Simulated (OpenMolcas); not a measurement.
# C2F6 (hexafluoroethane) at HF/6-31G(d) (Cartesian functions)

Aim: an optimisation with harmonic vibrations of C2F6 (hexafluoroethane). 

The calculation is run with OpenMolcas 26.06.

## 1. Starting point

The species is C2F6 (8 atoms), meant as a singlet with charge 0. SMILES: `FC(F)(F)C(F)(F)F`. Geometry: relaxed at PBE0-D4/def2-TZVP. The run starts from this shape.

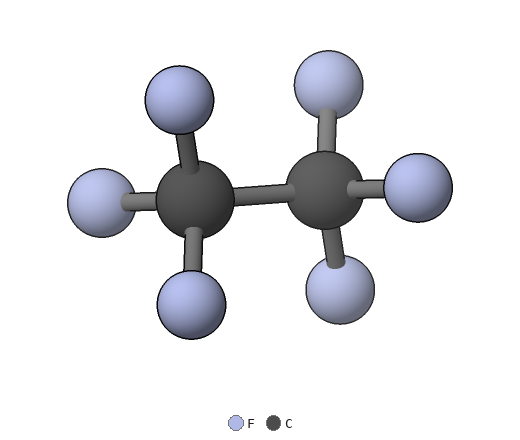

The structure, seen from a chosen angle (fluorine light blue, carbon dark grey).

## 2. An optimisation with harmonic vibrations at HF/6-31G(d) (Cartesian functions)

test.input

```
* C2F6 Hartree-Fock
>>> EXPORT MOLCAS_PRINT=2
&gateway
baslib=$CurrDir
coord
8
angstrom
F        1.065570      -0.767260       1.152000
C        0.662650      -0.397300      -0.054910
F        1.596070       0.361280      -0.610920
F        0.478560      -1.476610      -0.801220
C       -0.662670       0.397270       0.054890
F       -0.477000       1.479670       0.796360
F       -1.068680       0.762200      -1.152500
F       -1.594500      -0.359250       0.616310
basis=6-31Gs
group=NoSym
>>> EXPORT MOLCAS_MAXITER=50
>>> Do While
&seward
&scf
prorbitals=0
&slapaf
>>> EndDo
>>> COPY $Project.Opt.xyz $CurrDir/final.xyz
>>> COPY $Project.slapaf.h5 $CurrDir/final.slapaf.h5
&mckinley
&mclr
thermochemistry
6
1.0
298.15
End of PT
```

The basis set 6-31G* is read from a file made from the Basis Set Exchange's data (not shown).

Started as:

```sh
export MOLCAS_MEM=1860
pymolcas test.input > test.log
```

What values should one expect? Wanted: total energy; dipole moment; HOMO energy; LUMO energy; HOMO–LUMO gap; lowest harmonic wavenumber; highest harmonic wavenumber; zero-point energy; ideal-gas entropy at 298.15 K and 1 atm.

**Answer.** As computed:

Level: HF/6-31G* (Cartesian functions).

| quantity | value |
| --- | --- |
| total energy | -672.38448 Eh |
| dipole moment | 0.00 D |
| HOMO energy | -15.88 eV |
| LUMO energy | 8.36 eV |
| HOMO–LUMO gap | 24.24 eV |
| lowest harmonic wavenumber | 70 cm⁻¹ |
| highest harmonic wavenumber | 1627 cm⁻¹ |
| zero-point energy | 86.5 kJ/mol |
| ideal-gas entropy at 298.15 K and 1 atm (symmetry number 6 as used) | 77.9 cal/(mol K) |

What this shows: At the final geometry: Bond lengths: F1–C2 1.311 Å, C2–F3 1.311 Å, C2–F4 1.311 Å, C2–C5 1.526 Å, C5–F6 1.311 Å, C5–F7 1.311 Å, C5–F8 1.311 Å. Some angles: F1–C2–F3 109.2°, F1–C2–F4 109.2°, F1–C2–C5 109.8°, F3–C2–F4 109.2°, F3–C2–C5 109.8°, F4–C2–C5 109.8°, C2–C5–F6 109.8°, C2–C5–F7 109.8°, C2–C5–F8 109.8°, F6–C5–F7 109.2°. All 18 modes are real, so the shape is a minimum at this level. Mulliken charges run from -0.34 on F1 to +1.02 on C2; they depend strongly on the basis.
